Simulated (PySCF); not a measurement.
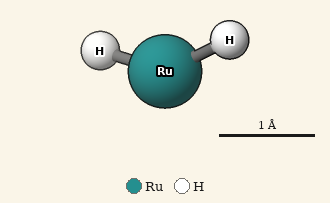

**Figure 1.** The structure as given in the input (ball-and-stick view, seen at a tilt). Sticks mark near contacts. Bond lengths as drawn: H–Ru 0.84 Å.

## Single-point calculation, with input and output: RuH2 (charge +1) (part 1 of 2)

The run: single-point calculation of RuH2, charge +1, multiplicity 6. Method and program: ROHF/jorge-dzp, nevpt2 (PySCF 2.14.0).

Some settings of this run were made unusual or wrong on purpose.

### Input file
```python
from pyscf import gto, scf, mcscf, mrpt

mol = gto.M(
    atom='Ru 0 0 -0.0054; H 0.7978 0 0.2725; H -0.7978 0 0.2725',
    basis='jorge-dzp',
    charge=1,
    spin=5,
    verbose=4,
)
mf = scf.ROHF(mol)
mf = mf.newton()
mf.kernel()
mc = mcscf.CASSCF(mf, 8, 9)
mc.kernel()
mc.analyze()
mrpt.NEVPT(mc).kernel()
mf.dip_moment()
print('orbital energies (hartree):', mf.mo_energy[..., max(0, mol.nelec[1]-3):mol.nelec[0]+3].round(4))
```

Run on 1 CPU thread, shared host.

Command:
```bash
python input.py
```

### Log
```
PySCF version 2.14.0

[INPUT] verbose = 4
[INPUT] num. atoms = 3
[INPUT] num. electrons = 45
[INPUT] charge = 1
[INPUT] spin (= nelec alpha-beta = 2S) = 5
[INPUT] symmetry False subgroup None
[INPUT] Mole.unit = angstrom
[INPUT] Symbol           X                Y                Z      unit          X                Y                Z       unit  Magmom
[INPUT]  1 Ru     0.000000000000   0.000000000000  -0.005400000000 AA    0.000000000000   0.000000000000  -0.010204521073 Bohr   0.0
[INPUT]  2 H      0.797800000000   0.000000000000   0.272500000000 AA    1.507623502178   0.000000000000   0.514950368944 Bohr   0.0
[INPUT]  3 H     -0.797800000000   0.000000000000   0.272500000000 AA   -1.507623502178   0.000000000000   0.514950368944 Bohr   0.0

nuclear repulsion = 55.453261770444
number of shells = 24
number of NR pGTOs = 125
number of NR cGTOs = 58
basis = jorge-dzp
ecp = {}

******** <class 'pyscf.soscf.newton_ah.SecondOrderROHF'> ********
method = SecondOrderROHF
initial guess = minao
damping factor = 0
level_shift factor = 0
DIIS = <class 'pyscf.scf.diis.CDIIS'>
diis_start_cycle = 1
diis_space = 8
diis_damp = 0
SCF conv_tol = 1e-09
SCF conv_tol_grad = None
SCF max_cycles = 50
direct_scf = True
direct_scf_tol = 1e-13
num. doubly occ = 20  num. singly occ = 5
******** <class 'pyscf.scf.rohf.ROHF'> Newton solver flags ********
SCF tol = 1e-09
conv_tol_grad = None
max. SCF cycles = 50
direct_scf = True
direct_scf_tol = 1e-13
max_cycle_inner = 12
max_stepsize = 0.05
ah_start_tol = 1e+09
ah_level_shift = 0
ah_conv_tol = 1e-12
ah_lindep = 1e-14
ah_start_cycle = 1
ah_max_cycle = 40
ah_grad_trust_region = 2.5
kf_interval = 4
kf_trust_region = 5
canonicalization = True
Set conv_tol_grad to 3.16228e-05
  HOMO = -0.0503502037131027  LUMO = -0.0108752142641707  gap/eV = 1.07417
Initial guess E= -4438.32561618726  |g|= 1.68694
macro= 0  E= -4438.69573521861  delta_E= -0.370119  |g|= 1.82853  2 KF 14 JK
macro= 1  E= -4438.71137859082  delta_E= -0.0156434  |g|= 4.12232e-05  4 KF 16 JK
macro= 2  E= -4438.71137859081  delta_E= 1.81899e-11  |g|= 5.91973e-06  1 KF 2 JK
Canonicalize SCF orbitals
macro X = 3  E=-4438.71137859081  |g|= 5.91973e-06  total 8 KF 36 JK
converged SCF energy = -4438.71137859081

******** <class 'pyscf.mcscf.mc1step.CASSCF'> ********
CAS (7e+2e, 8o), ncore = 18, nvir = 32
max_cycle_macro = 50
max_cycle_micro = 4
conv_tol = 1e-07
conv_tol_grad = None
orbital rotation max_stepsize = 0.02
orbital rotation threshold for CI restart = 0.01
augmented hessian ah_max_cycle = 30
augmented hessian ah_conv_tol = 1e-12
augmented hessian ah_linear dependence = 1e-14
augmented hessian ah_level shift = 1e-08
augmented hessian ah_start_tol = 2.5
augmented hessian ah_start_cycle = 3
augmented hessian ah_grad_trust_region = 3
kf_trust_region = 3
kf_interval = 4
ci_response_space = 4
ci_grad_trust_region = 3
with_dep4 0
natorb = False
canonicalization = True
sorting_mo_energy = False
ao2mo_level = 2
internal_rotation = False
******** <class 'pyscf.fci.direct_spin1.FCISolver'> ********
max. cycles = 50
conv_tol = 1e-08
davidson only = False
linear dependence = 1e-12
level shift = 0.001
max iter space = 12
nroots = 1
pspace_size = 400
spin = None
CASCI E = -4438.71299735400  S^2 = 8.7500000
Set conv_tol_grad to 0.000316228
macro iter   1 ( 21 JK    4 micro), CASSCF E = -4438.71658034980  dE = -3.58299579e-03  S^2 = 8.7500000
               |grad[o]|=0.00395  |grad[c]|=0.0125  |ddm|=0.00689  |maxRot[o]|= 0.31
macro iter   2 ( 21 JK    4 micro), CASSCF E = -4438.72073918285  dE = -4.15883305e-03  S^2 = 8.7500000
               |grad[o]|=0.00843  |grad[c]|=0.00866  |ddm|=0.00472  |maxRot[o]|=0.311
macro iter   3 ( 19 JK    4 micro), CASSCF E = -4438.72213008958  dE = -1.39090673e-03  S^2 = 8.7500000
               |grad[o]|=0.00668  |grad[c]|=0.0057  |ddm|=0.00152  |maxRot[o]|=0.275
macro iter   4 ( 11 JK    4 micro), CASSCF E = -4438.72214663589  dE = -1.65463089e-05  S^2 = 8.7500000
               |grad[o]|=0.000811  |grad[c]|=0.000996  |ddm|=0.000352  |maxRot[o]|= 0.03
macro iter   5 (  3 JK    1 micro), CASSCF E = -4438.72215283805  dE = -6.20216179e-06  S^2 = 8.7500000
               |grad[o]|=0.000577  |grad[c]|=0.00118  |ddm|=0.000218  |maxRot[o]|=0.0165
macro iter   6 (  3 JK    1 micro), CASSCF E = -4438.72215301259  dE = -1.74542038e-07  S^2 = 8.7500000
               |grad[o]|=8.05e-05  |grad[c]|=0.000234  |ddm|=4.45e-05  |maxRot[o]|=0.0031
macro iter   7 (  1 JK    1 micro), CASSCF E = -4438.72215301268  dE = -8.27640179e-11  S^2 = 8.7500000
               |grad[o]|=2.38e-05  |grad[c]|=1.1e-05  |ddm|=4.57e-06  |maxRot[o]|=    0
1-step CASSCF converged in   7 macro ( 79 JK  19 micro) steps
CASSCF canonicalization
Density matrix diagonal elements [1.99597463 1.99259368 1.00077963 1.00019174 1.0007132  1.00033345
 1.00106741 0.00834626]
CASSCF energy = -4438.72215301268
CASCI E = -4438.72215301268  E(CI) = -24.2940308535408  S^2 = 8.7500000
Natural occ [1.99600887 1.992608   1.00105309 1.00077963 1.0007132  1.00048738
 1.00005232 0.0082975 ]
Natural orbital (expansion on meta-Lowdin AOs) in CAS space
               #1        #2        #3        #4        #5
0 Ru 1s          0.00048   0.00000  -0.00000   0.00000   0.00000
0 Ru 2s         -0.00193  -0.00000   0.00000  -0.00000  -0.00000
0 Ru 3s          0.00021  -0.00000  -0.00000   0.00000   0.00000
0 Ru 4s          0.02243   0.00000   0.00000  -0.00000   0.00000
0 Ru 5s          0.06062   0.00000  -0.00000   0.00000   0.00000
0 Ru 6s          0.01510   0.00000   0.00000  -0.00000  -0.00000
0 Ru 7s          0.01297   0.00000   0.00000  -0.00000  -0.00000
0 Ru 8s         -0.00649  -0.00000  -0.00000   0.00000   0.00000
0 Ru 2px         0.00000  -0.00093   0.00133   0.00000   0.00000
0 Ru 2py        -0.00000  -0.00000   0.00000   0.00000  -0.00003
0 Ru 2pz        -0.00048  -0.00000   0.00000  -0.00000   0.00000
0 Ru 3px        -0.00000   0.00086  -0.00274  -0.00000  -0.00000
0 Ru 3py        -0.00000  -0.00000  -0.00000  -0.00000  -0.00005
0 Ru 3pz         0.00038   0.00000  -0.00000   0.00000  -0.00000
0 Ru 4px         0.00000  -0.07114  -0.02153   0.00000  -0.00000
0 Ru 4py        -0.00000  -0.00000  -0.00000   0.00000  -0.00889
0 Ru 4pz        -0.04458  -0.00000   0.00000   0.00000   0.00000
0 Ru 5px         0.00000  -0.03168  -0.21013  -0.00000  -0.00000
0 Ru 5py         0.00000   0.00000   0.00000   0.00000  -0.01673
0 Ru 5pz         0.02915   0.00000  -0.00000   0.00000   0.00000
0 Ru 6px        -0.00000   0.00670   0.07823   0.00000   0.00000
0 Ru 6py         0.00000   0.00000  -0.00000  -0.00000   0.00539
0 Ru 6pz        -0.00041  -0.00000   0.00000  -0.00000  -0.00000
0 Ru 7px         0.00000  -0.00388  -0.03270  -0.00000   0.00000
0 Ru 7py        -0.00000  -0.00000   0.00000   0.00000  -0.00492
0 Ru 7pz        -0.00005  -0.00000  -0.00000   0.00000   0.00000
0 Ru 3dxy        0.00000  -0.00000  -0.00000   0.00423   0.00000
0 Ru 3dyz       -0.00000   0.00000  -0.00000  -0.00000   0.00440
0 Ru 3dz^2      -0.00361  -0.00000  -0.00000  -0.00000   0.00000
0 Ru 3dxz       -0.00000   0.00492   0.00068   0.00000  -0.00000
0 Ru 3dx2-y2     0.00343   0.00000   0.00000  -0.00000   0.00000
0 Ru 4dxy       -0.00000  -0.00000  -0.00000   0.99893   0.00000
0 Ru 4dyz       -0.00000  -0.00000  -0.00000  -0.00000   0.99948
0 Ru 4dz^2      -0.34333  -0.00000  -0.00000  -0.00000   0.00000
0 Ru 4dxz       -0.00000   0.92159   0.32697   0.00000   0.00000
0 Ru 4dx2-y2     0.78072   0.00000   0.00000  -0.00000   0.00000
0 Ru 5dxy        0.00000  -0.00000   0.00000  -0.02541  -0.00000
0 Ru 5dyz       -0.00000  -0.00000  -0.00000   0.00000  -0.01546
0 Ru 5dz^2       0.05219   0.00000   0.00000   0.00000  -0.00000
0 Ru 5dxz        0.00000  -0.07214   0.07174   0.00000  -0.00000
0 Ru 5dx2-y2    -0.11676  -0.00000   0.00000  -0.00000   0.00000
0 Ru 4f-3       -0.00000  -0.00000  -0.00000  -0.00000   0.01843
0 Ru 4f-2       -0.00000  -0.00000  -0.00000   0.03562   0.00000
0 Ru 4f-1        0.00000   0.00000   0.00000  -0.00000   0.00582
0 Ru 4f+0       -0.04982  -0.00000  -0.00000   0.00000   0.00000
0 Ru 4f+1       -0.00000   0.01759  -0.01602   0.00000   0.00000
0 Ru 4f+2        0.06797   0.00000   0.00000  -0.00000   0.00000
0 Ru 4f+3       -0.00000   0.05029   0.09798   0.00000   0.00000
1 H 1s           0.34367   0.25853  -0.61791  -0.00000   0.00000
1 H 2s          -0.03156  -0.02969  -0.17494  -0.00000   0.00000
1 H 2px         -0.04147  -0.00982   0.02675   0.00000   0.00000
1 H 2py         -0.00000  -0.00000   0.00000  -0.00993   0.00152
1 H 2pz          0.00237  -0.02065   0.00025   0.00000  -0.00000
2 H 1s           0.34367  -0.25853   0.61791   0.00000   0.00000
2 H 2s          -0.03156   0.02969   0.17494   0.00000   0.00000
2 H 2px          0.04147  -0.00982   0.02675   0.00000  -0.00000
2 H 2py         -0.00000   0.00000  -0.00000   0.00993   0.00152
2 H 2pz          0.00237   0.02065  -0.00025  -0.00000  -0.00000
               #6        #7        #8
0 Ru 1s          0.00070  -0.00049   0.00026
0 Ru 2s         -0.00262   0.00184  -0.00159
0 Ru 3s          0.00451  -0.00316   0.00060
0 Ru 4s         -0.02095   0.01573   0.00667
0 Ru 5s          0.57390  -0.40840  -0.38844
0 Ru 6s         -0.05490   0.04259   0.16914
0 Ru 7s         -0.04486   0.03411   0.12143
0 Ru 8s          0.01474  -0.01261  -0.07962
0 Ru 2px         0.00000  -0.00000  -0.00000
0 Ru 2py         0.00000  -0.00000  -0.00000
0 Ru 2pz        -0.00017   0.00005  -0.00155
0 Ru 3px        -0.00000   0.00000   0.00000
0 Ru 3py        -0.00000   0.00000   0.00000
0 Ru 3pz         0.00039  -0.00026   0.00479
0 Ru 4px        -0.00000   0.00000  -0.00000
0 Ru 4py        -0.00000  -0.00000   0.00000
0 Ru 4pz        -0.00441  -0.00909   0.00124
0 Ru 5px        -0.00000   0.00000  -0.00000
0 Ru 5py         0.00000  -0.00000  -0.00000
0 Ru 5pz         0.02353  -0.03791  -0.23123
0 Ru 6px         0.00000  -0.00000   0.00000
0 Ru 6py        -0.00000   0.00000   0.00000
0 Ru 6pz        -0.00590   0.01071   0.12284
0 Ru 7px        -0.00000   0.00000  -0.00000
0 Ru 7py         0.00000  -0.00000  -0.00000
0 Ru 7pz        -0.00004  -0.00540  -0.08489
0 Ru 3dxy       -0.00000   0.00000  -0.00000
0 Ru 3dyz       -0.00000  -0.00000  -0.00000
0 Ru 3dz^2       0.00263   0.00308   0.00037
0 Ru 3dxz        0.00000  -0.00000  -0.00000
0 Ru 3dx2-y2     0.00021   0.00198  -0.00126
0 Ru 4dxy       -0.00000   0.00000   0.00000
0 Ru 4dyz       -0.00000  -0.00000   0.00000
0 Ru 4dz^2       0.64817   0.66561   0.10466
0 Ru 4dxz        0.00000  -0.00000  -0.00000
0 Ru 4dx2-y2    -0.05110   0.52111  -0.28558
0 Ru 5dxy        0.00000  -0.00000  -0.00000
0 Ru 5dyz       -0.00000   0.00000   0.00000
0 Ru 5dz^2      -0.01141  -0.00901   0.05362
0 Ru 5dxz        0.00000  -0.00000   0.00000
0 Ru 5dx2-y2    -0.01246   0.00052  -0.07257
0 Ru 4f-3       -0.00000  -0.00000   0.00000
0 Ru 4f-2       -0.00000   0.00000  -0.00000
0 Ru 4f-1       -0.00000  -0.00000  -0.00000
0 Ru 4f+0        0.03105  -0.01992  -0.27424
0 Ru 4f+1       -0.00000  -0.00000   0.00000
0 Ru 4f+2       -0.03343   0.04134   0.42859
0 Ru 4f+3        0.00000  -0.00000   0.00000
1 H 1s           0.34139  -0.23243   0.30888
1 H 2s           0.05307  -0.03919  -0.18894
1 H 2px         -0.00557   0.00493  -0.06223
1 H 2py         -0.00000   0.00000   0.00000
1 H 2pz         -0.01448   0.00985   0.21688
2 H 1s           0.34139  -0.23243   0.30888
2 H 2s           0.05307  -0.03919  -0.18894
2 H 2px          0.00557  -0.00493   0.06223
2 H 2py         -0.00000   0.00000   0.00000
2 H 2pz         -0.01448   0.00985   0.21688
<mo_coeff-mcscf|mo_coeff-hf>  1      1        1.00000000
<mo_coeff-mcscf|mo_coeff-hf>  2      2        0.99999999
<mo_coeff-mcscf|mo_coeff-hf>  3      3        1.00000000
<mo_coeff-mcscf|mo_coeff-hf>  4      4        1.00000000
<mo_coeff-mcscf|mo_coeff-hf>  5      5        1.00000000
<mo_coeff-mcscf|mo_coeff-hf>  6      6        0.99999745
<mo_coeff-mcscf|mo_coeff-hf>  7      7        0.99999822
<mo_coeff-mcscf|mo_coeff-hf>  8      8        1.00000000
<mo_coeff-mcscf|mo_coeff-hf>  9      9        0.99999970
<mo_coeff-mcscf|mo_coeff-hf>  10     10       0.99999745
<mo_coeff-mcscf|mo_coeff-hf>  11     11       0.99999959
<mo_coeff-mcscf|mo_coeff-hf>  12     12       1.00000000
<mo_coeff-mcscf|mo_coeff-hf>  13     13       1.00000000
<mo_coeff-mcscf|mo_coeff-hf>  14     14       0.99999653
<mo_coeff-mcscf|mo_coeff-hf>  15     15       0.99984265
<mo_coeff-mcscf|mo_coeff-hf>  16     16       0.99998042
<mo_coeff-mcscf|mo_coeff-hf>  17     17       0.99998564
<mo_coeff-mcscf|mo_coeff-hf>  18     18       0.99999997
<mo_coeff-mcscf|mo_coeff-hf>  19     19       0.99982197
<mo_coeff-mcscf|mo_coeff-hf>  20     20       0.99997454
<mo_coeff-mcscf|mo_coeff-hf>  21     21       0.99999994
<mo_coeff-mcscf|mo_coeff-hf>  22     22       0.99999984
<mo_coeff-mcscf|mo_coeff-hf>  23     23       0.99999954
<mo_coeff-mcscf|mo_coeff-hf>  24     24       0.99999140
<mo_coeff-mcscf|mo_coeff-hf>  25     25       0.99996739
<mo_coeff-mcscf|mo_coeff-hf>  26     40      -0.74835542
<mo_coeff-mcscf|mo_coeff-hf>  27     27       0.99999971
<mo_coeff-mcscf|mo_coeff-hf>  28     26      -0.80312115
<mo_coeff-mcscf|mo_coeff-hf>  28     28       0.45832311
<mo_coeff-mcscf|mo_coeff-hf>  29     28       0.88440316
<mo_coeff-mcscf|mo_coeff-hf>  30     29       0.99998897
<mo_coeff-mcscf|mo_coeff-hf>  31     31       0.99999974
<mo_coeff-mcscf|mo_coeff-hf>  32     30       0.71447774
<mo_coeff-mcscf|mo_coeff-hf>  32     32       0.63260627
<mo_coeff-mcscf|mo_coeff-hf>  33     30      -0.41049097
<mo_coeff-mcscf|mo_coeff-hf>  33     32       0.71524626
<mo_coeff-mcscf|mo_coeff-hf>  33     34       0.42588002
<mo_coeff-mcscf|mo_coeff-hf>  34     33       0.99998605
<mo_coeff-mcscf|mo_coeff-hf>  35     35       0.99999998
<mo_coeff-mcscf|mo_coeff-hf>  36     37       0.93586384
<mo_coeff-mcscf|mo_coeff-hf>  37     36       0.99999975
<mo_coeff-mcscf|mo_coeff-hf>  38     34       0.76128501
<mo_coeff-mcscf|mo_coeff-hf>  38     40       0.49752433
<mo_coeff-mcscf|mo_coeff-hf>  39     38       0.99999513
<mo_coeff-mcscf|mo_coeff-hf>  40     39       0.99999228
<mo_coeff-mcscf|mo_coeff-hf>  41     41       0.99999995
<mo_coeff-mcscf|mo_coeff-hf>  42     42       0.99999901
<mo_coeff-mcscf|mo_coeff-hf>  43     43       0.99999997
<mo_coeff-mcscf|mo_coeff-hf>  44     44       0.99961343
<mo_coeff-mcscf|mo_coeff-hf>  45     45       0.99999992
<mo_coeff-mcscf|mo_coeff-hf>  46     46       0.99854911
<mo_coeff-mcscf|mo_coeff-hf>  47     47       0.99243554
<mo_coeff-mcscf|mo_coeff-hf>  48     48       0.99999724
<mo_coeff-mcscf|mo_coeff-hf>  49     49       0.99999999
<mo_coeff-mcscf|mo_coeff-hf>  50     50       1.00000000
<mo_coeff-mcscf|mo_coeff-hf>  51     51       0.99701208
<mo_coeff-mcscf|mo_coeff-hf>  52     52       0.99999968
<mo_coeff-mcscf|mo_coeff-hf>  53     53       0.99999962
<mo_coeff-mcscf|mo_coeff-hf>  54     54       1.00000000
<mo_coeff-mcscf|mo_coeff-hf>  55     55       0.99999882
<mo_coeff-mcscf|mo_coeff-hf>  56     56       1.00000000
<mo_coeff-mcscf|mo_coeff-hf>  57     57       0.99999973
<mo_coeff-mcscf|mo_coeff-hf>  58     58       1.00000000
** Largest CI components **
  [alpha occ-orbitals] [beta occ-orbitals]            CI coefficient
  [0 1 2 3 4 5 6]      [0 1]                          -0.996806080514
 ** Mulliken pop on meta-lowdin orthogonal AOs  **
 ** Mulliken pop  **
```
